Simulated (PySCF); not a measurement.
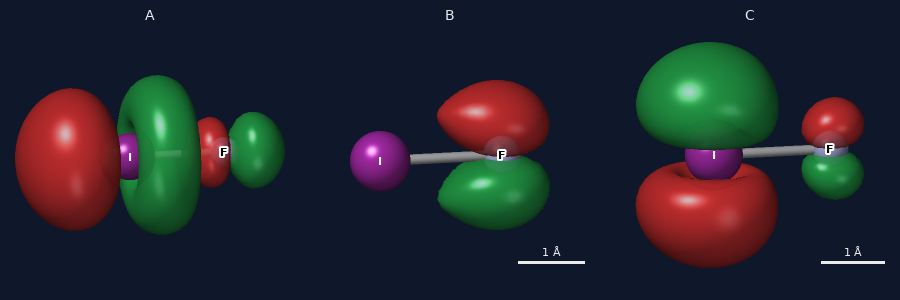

*IF. Three frontier orbitals, each drawn at the value that holds 80 % of its norm (green and red are the two phases), in no order; of a degenerate pair one member is drawn.*

Core potentials replace the inner electrons of I.

The calculation used PBE0/cc-pVTZ(-PP), non-relativistic Hamiltonian with scalar-relativistic core potentials where named, at a bond length of 1.924 Å in PySCF 2.14.0.

> Label each orbital by symmetry, say whether it is occupied, and order them by energy.

Orbital B: π, occupied, −12.37 eV; mainly on F (85 %).
Orbital C: π, occupied, −8.06 eV; mainly on I (90 %).
Orbital A: σ, empty, −3.51 eV; mainly on I (75 %).
